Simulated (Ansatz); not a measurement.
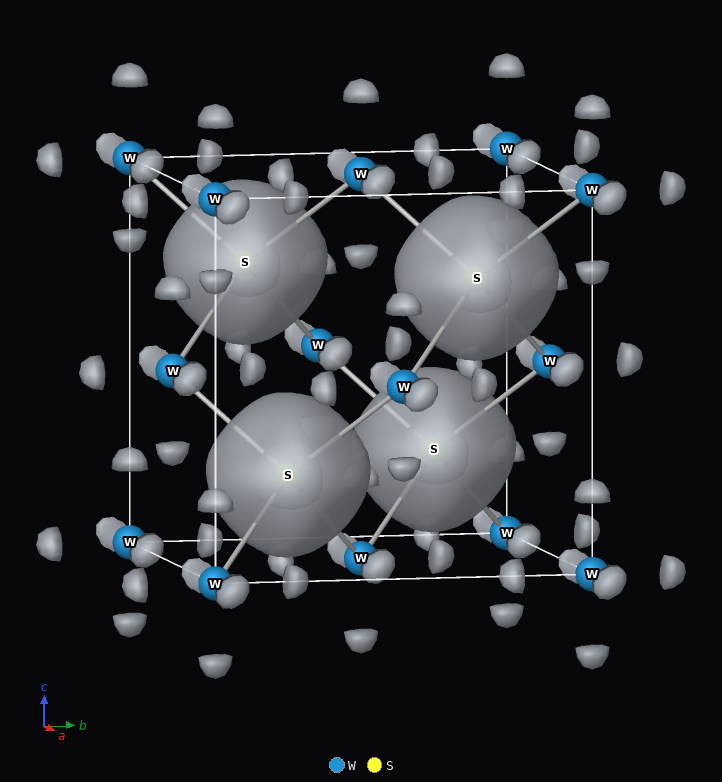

*WS. Isosurface of the electron localisation function at 0.65 (grey), seen slightly off an axis. Core shells and regions of very low density are left out. Sticks mark near contacts.*

Space group F-43m; started from the zinc blende prototype, which need not be the ambient phase; computed pressure about −2 GPa in this cell; Hubbard U of 6.2 eV on W d only.

The calculation used Ansatz 0.2.0, DFT r2SCAN+U, scalar-relativistic, plane waves, PAW.

In a PAW calculation such maps are meaningful between the atoms, not at the nuclei.

Identify the bonds, lone pairs and shells in this picture.

The ELF exceeds this value in four regions wrapped around S (the valence shell of each) and 24 pockets between the atoms, centred on no nucleus (multi-centre or interstitial), counted in one cell of 8 atoms. Regions shared between cells count once.

Values along the shortest contacts:
W–S (2.53 Å): the ELF peaks at about 0.90 in the valence shell of S, 0.8 Å from its nucleus, and is about 0.35 at the midpoint.
